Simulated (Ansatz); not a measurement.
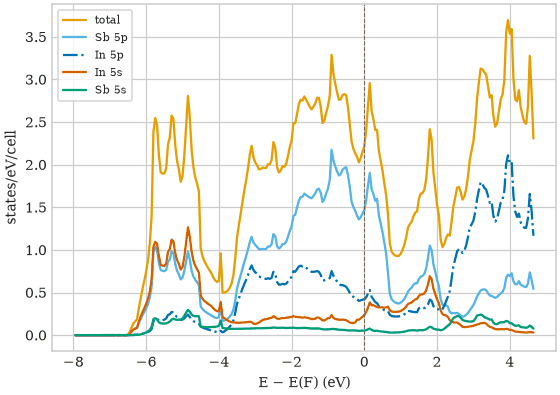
Figure: Total and projected density of states of InSb (NiAs type, P6_3/mmc), PBE (plane waves, PAW; program Ansatz)

Question: Which orbitals carry the states next to the Fermi level?

Answer: Within 0.5 eV of the Fermi level: Sb 5p 67 %, In 5p 18 %, In 5s 11 %. Projections are on Löwdin-orthogonalised atomic valence shells; empty p or d shells of many metals are not among them.

Question: Where is the tallest occupied peak in this window, and what makes it?

Answer: Near -0.9 eV, about 3.3 states/eV per cell; the largest projected share is Sb 5p.

The start of the workflow was typed in or built on a structure type; neither database checked (COD, Materials Project) lists it. It is not the phase usual at ambient conditions (space group No. 216). Symmetry was held in the PBE relaxation; whether a distortion lowers the energy is not shown. Scalar-relativistic: spin–orbit coupling is off unless named, which matters more the heavier the elements.

Potentials: the earlier of the program's two PAW sets.
